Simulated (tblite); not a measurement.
**C$_{2}$H$_{7}$In: energy and gradient calculation**

- system: C$_{2}$H$_{7}$In, SMILES [H][In]([CH3])[CH3]
- method: GFN1-xTB, R-SCC (tblite 0.8.0)

The geometry comes from this level: GFN2-xTB.

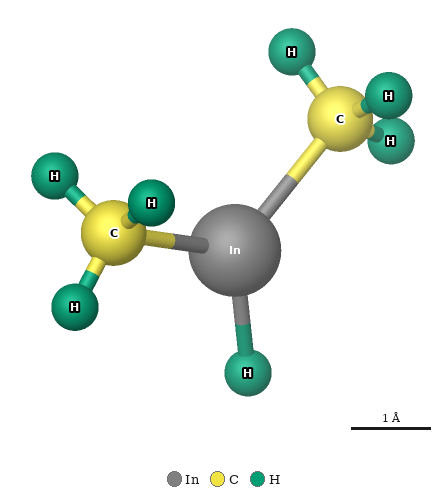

Figure 1. The structure (ball-and-stick view, seen at a tilt). Sticks mark near contacts.

**Summary**

| quantity | value |
| --- | --- |
| outcome | converged |
| total energy | −9.473564 hartree |
| basis functions | 31 |
| largest force | 0.335 eV/Å |
| HOMO | −10.57 eV |
| LUMO | −5.36 eV |
| dipole moment | 0.33 D |
| hardware | 1 thread of Intel Xeon @ 2.50GHz (Skylake/Cascade Lake), 189 GiB of memory available, shared host |
| wall time | 0.6 s |
| peak memory | 0.069 GiB |

**Input (run.py)**
```python
"""GFN1-xTB energy and gradient"""
import json
import numpy as np
from tblite.interface import Calculator
from tblite.interface import symbols_to_numbers

symbols = list(map(str, np.loadtxt("start.xyz", skiprows=2, usecols=0, dtype=str, ndmin=1)))
numbers = np.array(symbols_to_numbers(symbols))
positions = np.loadtxt("start.xyz", skiprows=2, usecols=(1, 2, 3), ndmin=2) / 0.529177210903

calc = Calculator("GFN1-xTB", numbers, positions, charge=0, uhf=0)
calc.set("accuracy", 0.1)
result = calc.singlepoint()

print(f"E(total): {result.get('energy'):.8f} Eh")
eps = np.atleast_2d(result.get("orbital-energies")) * 27.211386
occ = np.atleast_2d(result.get("orbital-occupations"))
filled = occ.sum(axis=0) if eps.shape[0] == 1 else occ[0]
homo = np.nonzero(filled > 0.5)[0].max()
print("  MO   occupation   energy/eV")
for i in range(max(0, homo - 4), min(eps.shape[1], homo + 5)):
    print(f"{i + 1:4d} {filled[i]:10.4f} {eps[0, i]:12.4f}")
mu = result.get("dipole") * 2.541746
print(f"|mu|: {np.linalg.norm(mu):.4f} D, components " + " ".join(f"{c:.4f}" for c in mu))
q = result.get("charges")
g = result.get("gradient")
print("atom     charge      dE/dx        dE/dy        dE/dz   (Eh/bohr)")
for i, s in enumerate(symbols):
    print(f"{s:<2}{i + 1:<3} {q[i]:9.4f} {g[i, 0]:12.7f} {g[i, 1]:12.7f} {g[i, 2]:12.7f}")
print(f"gradient norm {np.linalg.norm(g):.6f} Eh/bohr")
out = {k: np.asarray(result.get(k)).tolist() for k in ("energy", "gradient", "charges", "dipole", "orbital-energies", "orbital-occupations")}
out.update(symbols=symbols, positions=(positions * 0.529177210903).tolist())
json.dump(out, open("results.json", "w"))
```

**File start.xyz**
```
10
InMe2H
In    -0.402190    -0.685650    -0.001670
C      1.827360    -0.751870    -0.001130
H      2.194600    -0.286400     0.913930
H      2.196810    -0.176180    -0.850200
H      2.211200    -1.768700    -0.063090
C     -1.552800     1.223260     0.002850
H     -1.351290     1.762880    -0.922330
H     -1.212620     1.834390     0.839180
H     -2.624680     1.055030     0.093490
H     -1.286390    -2.206770    -0.011030
```

Command:
```bash
python run.py
```

**The program's output**
```
------------------------------------------------------------
  cycle        total energy    energy error   density error
------------------------------------------------------------
      1     -9.465591544858  -9.5765462E+00   5.1658842E-01
      2     -9.472464955560  -6.8734107E-03   2.9454955E-01
      3     -9.473125474229  -6.6051867E-04   3.1503666E-02
      4     -9.473550903295  -4.2542907E-04   4.2367822E-03
      5     -9.473563724062  -1.2820767E-05   5.5302879E-04
      6     -9.473563964097  -2.4003501E-07   2.1468092E-04
      7     -9.473563997040  -3.2942383E-08   2.1203098E-05
      8     -9.473563997274  -2.3398528E-10   1.0397437E-05
      9     -9.473563997337  -6.2875927E-11   2.3699936E-06
     10     -9.473563997341  -3.9328540E-12   1.8316610E-07
------------------------------------------------------------

 total:                                   0.010 sec
E(total): -9.47356400 Eh
  MO   occupation   energy/eV
   5     2.0000     -13.4100
   6     2.0000     -13.3376
   7     2.0000     -13.3098
   8     2.0000     -11.1377
   9     2.0000     -10.5691
  10     0.0000      -5.3587
  11     0.0000      -3.9395
  12     0.0000      -3.7229
  13     0.0000      -3.6341
|mu|: 0.3326 D, components 0.1506 0.2965 0.0095
atom     charge      dE/dx        dE/dy        dE/dz   (Eh/bohr)
In1      0.3723    0.0024305    0.0050852    0.0001991
C 2     -0.2161    0.0056015   -0.0033431   -0.0000379
H 3      0.0293   -0.0031209    0.0004329   -0.0000774
H 4      0.0290   -0.0032923    0.0005143    0.0000567
H 5      0.0288   -0.0017079   -0.0003561    0.0000358
C 6     -0.2155   -0.0053368    0.0034651   -0.0004144
H 7      0.0296    0.0018472   -0.0025695    0.0002190
H 8      0.0291    0.0021405   -0.0028003    0.0000032
H 9      0.0289    0.0004913   -0.0018856    0.0000377
H 10    -0.1154    0.0009470    0.0014572   -0.0000217
gradient norm 0.012977 Eh/bohr
```

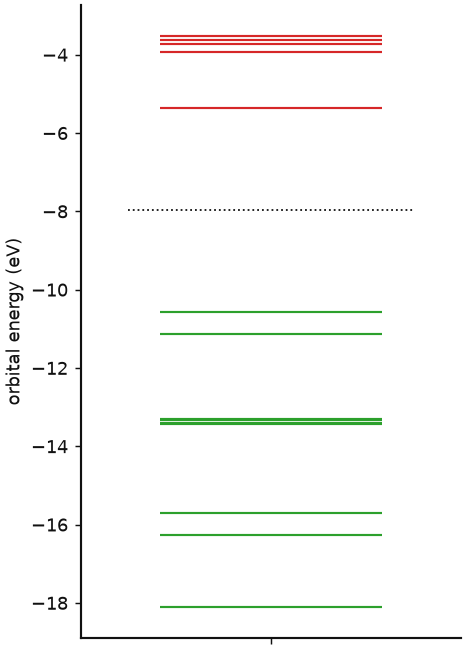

Figure 2. Orbital energies near the frontier; the dotted line parts filled from empty levels, and levels within 0.02 eV of each other stand side by side. Highest filled −10.57 eV, lowest empty −5.36 eV, 5.21 eV apart.

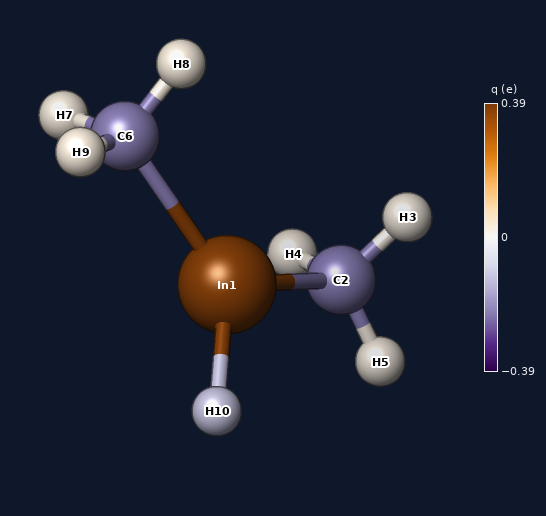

Figure 3. Mulliken charges, as the colour of each atom (ball-and-stick view, seen at a tilt; atoms are numbered from 1 in the order of the input). By element: In +0.37, C −0.22 and H −0.12 to +0.03 e.
